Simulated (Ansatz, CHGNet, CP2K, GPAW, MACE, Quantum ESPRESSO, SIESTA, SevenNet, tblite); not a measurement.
## Liquid methanol at 300 K (108 atoms): runs against a plane-wave reference

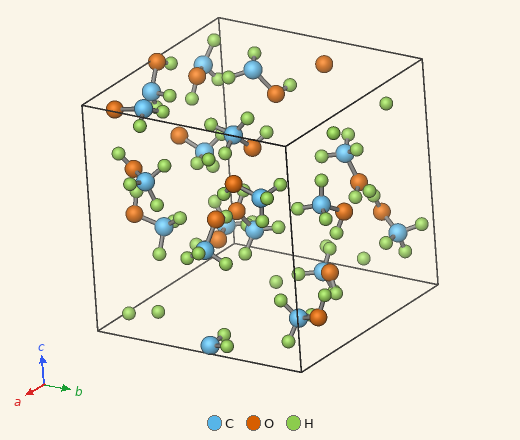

The cell (carbon blue, oxygen orange, hydrogen green). Bonds to atoms that aren't drawn are left out. Some periodic images of atoms are drawn too.

Density of this cell: 0.790 g/cm³. The cell holds 108 atoms: 18 C, 18 O and 72 H. Its edges and angles: a = 10.663 Å, b = 10.663 Å, c = 10.663 Å, α = 90.0°, β = 90.0°, γ = 90.0°. 18 methanol placed at random, at 0.79 g/cm³; overlaps pushed apart, then 10 ps at 450 K with MMFF94 bonds, angles, torsions, charges and radii (Halgren, J. Comput. Chem. 17, 490 (1996)) in harmonic and 12-6 forms. Snapshot after 20 ps at 300 K and fixed volume. Then every atom was moved at random, 0.02 Å r.m.s. a Cartesian component (hydrogen 0.6 of that).

Geometry: as built.

The reference, a calculation:

| Quantity | Value |
| --- | --- |
| method | Kohn-Sham DFT, PBE, PAW, plane waves (Ansatz 0.2.0); cutoff 420 eV, Γ point, fermi-dirac smearing of 0.05 eV; PAW set soft_2 |
| r.m.s. force component | 1.155 eV/Å |
| longest force | 5.025 eV/Å |
| pressure | 2.332 GPa |
| gap (highest filled to lowest empty level) | 4.195 eV |
| SCF cycles | 10 |
| time | 5.3 s on 8 threads of Arm Neoverse V2, shared host |
| CPU time | 37 s |

Runs, in no order:
A. CP2K GFN1-xTB, OT DIIS: GFN1-xTB tight binding (the program's own implementation), orbital transformation
B. CP2K PBE, TZVP-UZH, 600/50 Ry, OT DIIS: Kohn-Sham DFT, PBE, GTH-PBE pseudopotentials, Gaussian and plane waves, TZVP-MOLOPT (UZH set), orbital transformation
C. CP2K PBE, SZV-MOLOPT-SR, 600/50 Ry, TC2 filter 1e-07, SCF 1e-07: Kohn-Sham DFT, PBE, GTH-PBE pseudopotentials, Gaussian and plane waves, SZV-MOLOPT-SR-GTH, linear-scaling purification of the density matrix
D. SIESTA PBE, DZ, shift 0.01 Ry, mesh 500 Ry: Kohn-Sham DFT, PBE, PseudoDojo 0.4.1 norm-conserving pseudopotentials (converted to PSML), numerical atomic orbitals (DZ), diagonalisation
E. GPAW PBE, LCAO dzp, h 0.18 Å: Kohn-Sham DFT, PBE, PAW, atomic orbitals (dzp)

Q: Order them from the smallest to the largest r.m.s. force difference.

B, A, E, D, C.

```
                                                               run  Δ force, r.m.s. (meV/Å)  share of r.m.s. force (%)  CPU time
                         B. CP2K PBE, TZVP-UZH, 600/50 Ry, OT DIIS                      125                       10.8   6.8 min
                                         A. CP2K GFN1-xTB, OT DIIS                      188                       16.3     2.7 s
                                   E. GPAW PBE, LCAO dzp, h 0.18 Å                      364                       31.5      59 s
                     D. SIESTA PBE, DZ, shift 0.01 Ry, mesh 500 Ry                      549                       47.5      66 s
C. CP2K PBE, SZV-MOLOPT-SR, 600/50 Ry, TC2 filter 1e-07, SCF 1e-07                     1572                        136      62 s
```

Periodic xTB results under one method name differ between programs and library versions. With short bonds to hydrogen, sets of potentials differ among themselves by several per cent in forces even at converged cutoffs, so the reference isn't exact here either. The network of contacts between molecules at the start is that of the classical potential that made the cell, and needn't be the one that DFT or experiment would give. The electronic-structure runs sample only Γ, in a cell whose shortest periodic width is 11 Å.

[Logs are printed without paths, hosts, clocks, repeated set-up lines and the standing remarks that a program may print on its own settings, such as how far it seeks lower states.]

[Hosts, paths, dates, database ids (printed as entryN), source tags and the programs' standing remarks are cut or masked in the printed files.]

[The MMFF94 radii named for the starting cell were scaled by 0.96; in molecules described by MMFF94, hydrogen bound to N, O or S took a small fixed 12-6 site in their place.]
